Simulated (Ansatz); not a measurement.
## Run report: SiH₂ClF, frequency calculation

System: SiH₂ClF.
Method: RKS PBE0-D4/def2-TZVP (Ansatz 0.2.0).

The geometry comes from this level: PBE0-D4/def2-TZVP. Figures and captions count atoms from 1; the log counts them from 0 in places.

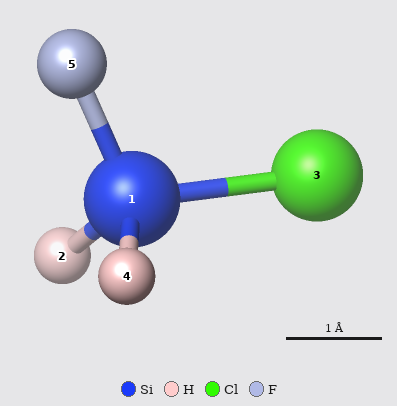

Fig. 1: The structure as given in the input (ball-and-stick view, seen at a tilt; atoms are numbered from 1 in the order of the input).

## Input
```yaml
crystal:
  periodic: [false, false, false]
  atoms:
    - {symbol: Si, position_ang: [-1.255461, 0.420724, -1.178277]}
    - {symbol: H, position_ang: [-0.221877, 1.027933, -2.037969]}
    - {symbol: Cl, position_ang: [-2.802550, -0.198599, -2.347243]}
    - {symbol: H, position_ang: [-1.775822, 1.334721, -0.143916]}
    - {symbol: F, position_ang: [-0.621806, -0.843910, -0.453572]}
basis:
  gaussian: {orbitals: def2-TZVP}
hamiltonian: {xc: pbe0, dispersion: d4}
phonons: {temperatures: {t_min: 298.15, t_max: 900, t_step: 200}}
```

Hardware: 8 threads of Arm Neoverse V2, 23 GiB of memory available, shared host.

Launch command:
```bash
ansatz run in.yaml --threads 8 --pin off --events-out ev --progress --plain --max-ram 19148MiB
```

## The program's output
```
Functional definition: PBE0
  name "PBE0"
  cite "Adamo & Barone, J. Chem. Phys. 110, 6158 (1999) doi:10.1063/1.478522"
  cite "Perdew, Burke & Ernzerhof, Phys. Rev. Lett. 77, 3865 (1996) doi:10.1103/PhysRevLett.77.3865"
  parent pbe
  parameter a = 0.25
  parameter kappa = 0.804
  parameter beta = 0.06672455060314922
  exchange = (1 - a)*pbe_x(kappa = kappa, mu = beta*pi^2/3) + a*exact_x
  correlation = pbe_c(beta = beta)
780 factors; their error is unknown
mean field evaluation 1: about -23143.1341 eV, gradient 3.1e1 eV
mean field evaluation 2: about -23141.4674 eV, gradient 4.8e1 eV
mean field evaluation 4: about -23144.4695 eV, gradient 8.7e-1 eV
mean field evaluation 8: about -23144.5536 eV, gradient 1.2e-1 eV
mean field evaluation 16: about -23144.5536 eV, gradient 5.1e-5 eV
mean field -23144.55361491 eV, -850.5466574062 hartree, gradient 5.1e-5 eV, S^2 0.000000; 0 other end points of the search recorded, 0 dependent functions left out
the calculation of the forces begins
reference -23144.55364029 eV, -850.5466583386 hartree; 21, 21 occupied and 96, 96 virtual orbitals, 780 factors
these checks for a lower state are left out or cut short: stability, starts, cluster_reference, orbital_swaps, neighbouring_geometries, increment
780 factors; their error is unknown
mean field -23144.55351542 eV, -850.5466537499 hartree, gradient 7.3e-7 eV, S^2 0.000000; 0 other end points of the search recorded, 0 dependent functions left out
[... from here on the field's lines of each further geometry are left out, up to the last ...]
the calculation of the forces begins
reference -23144.55359492 eV, -850.5466566716 hartree; 21, 21 occupied and 96, 96 virtual orbitals, 780 factors
these checks for a lower state are left out or cut short: stability, starts, cluster_reference, orbital_swaps, neighbouring_geometries, increment
780 factors; their error is unknown
mean field evaluation 128: about -23144.5536 eV, gradient 1.1e-4 eV
mean field -23144.55357911 eV, -850.5466560904 hartree, gradient 1.4e-6 eV, S^2 0.000000; 0 other end points of the search recorded, 0 dependent functions left out
the calculation of the forces begins
reference -23144.55360448 eV, -850.5466570229 hartree; 21, 21 occupied and 96, 96 virtual orbitals, 780 factors
Total energy: -23144.62576847 eV, -850.5493090005 hartree
Atom 0 at    -1.255461     0.420724    -1.178277 Å, force     0.000823    -0.000239     0.000714 eV/Å
Atom 1 at    -0.221877     1.027933    -2.037969 Å, force    -0.000522     0.000582    -0.000224 eV/Å
Atom 2 at    -2.802550    -0.198599    -2.347243 Å, force    -0.000070     0.000122    -0.000078 eV/Å
Atom 3 at    -1.775822     1.334721    -0.143916 Å, force    -0.000233     0.000525    -0.000575 eV/Å
Atom 4 at    -0.621806    -0.843910    -0.453572 Å, force     0.000002    -0.000991     0.000162 eV/Å
Dipole moment:     0.062133     0.267794     0.007600 e Å
Vibrations: 247.77 565.92 640.23 728.18 884.13 924.24 967.05 2277.84 2290.33 cm⁻¹, zero-point energy 0.590518 eV
```

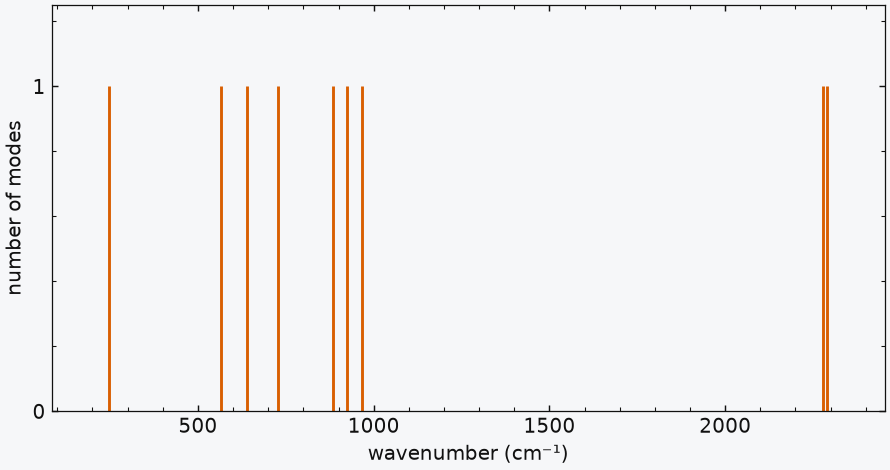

Fig. 2: Harmonic vibrational wavenumbers from the force constants; neighbouring modes closer than 9 cm⁻¹ are counted in one stick. 9 modes from 248 to 2290 cm⁻¹, none imaginary.

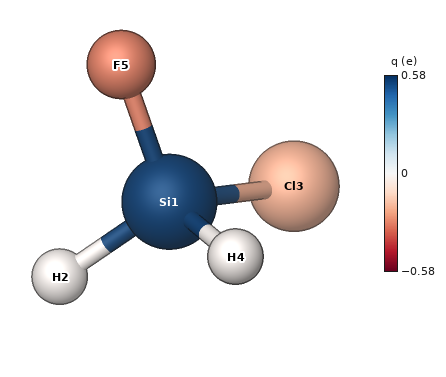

Fig. 3: Mulliken charges, as the colour of each atom (ball-and-stick view, seen at a tilt; atoms are numbered from 1 in the order of the input). By element: Si +0.55, H −0.02, Cl −0.22 and F −0.29 e.

## Results in brief

- outcome: converged
- total energy: −23144.6258 eV
- mean-field energy: −23144.5536 eV
- dispersion energy: −0.0721 eV
- largest force (length of the vector): 0.001 eV/Å
- dipole moment: 1.32 D
- wall time: 6.5 s (CPU time 40 s)
- peak memory: 0.56 GiB
